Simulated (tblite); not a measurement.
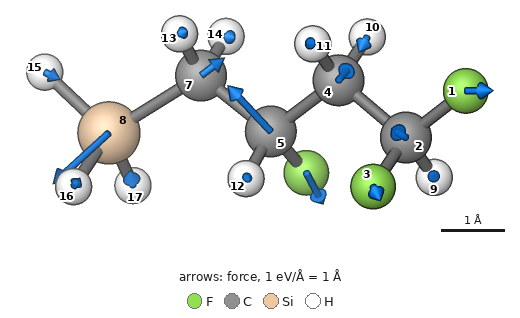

Starting geometry of C4H9F3Si with the computed forces as blue arrows. The picture is a ball-and-stick view, seen at a tilt.

Level of theory: tblite, GFN2-xTB geometry optimisation, gas phase. 

### What follows when this structure is relaxed?

It isn't relaxed: the largest force vector, on the Si atom, is 1.34 eV/Å. The final displacements have little in common with the starting forces (cosine between the two patterns 0.11). After 72 geometry steps the energy has fallen by 0.092 eV. An H atom moves most after the best rigid fit: 0.25 Å. By element the largest moves are H 0.25 Å, F 0.23 Å, C 0.11 Å, Si 0.09 Å. Among the contacts that change: C–Si 1.870 → 1.912 Å, C–F 1.357 → 1.388 Å, H–Si 1.478 → 1.464 Å, C–C 1.529 → 1.517 Å. Bond angles that change, for instance: Si–C–H 107.5° → 110.1°, C–Si–H 109.4° → 106.9°, C–C–Si 114.7° → 112.6°. The run took 0.7 s on 1 thread of Arm Neoverse N1, on a shared host.
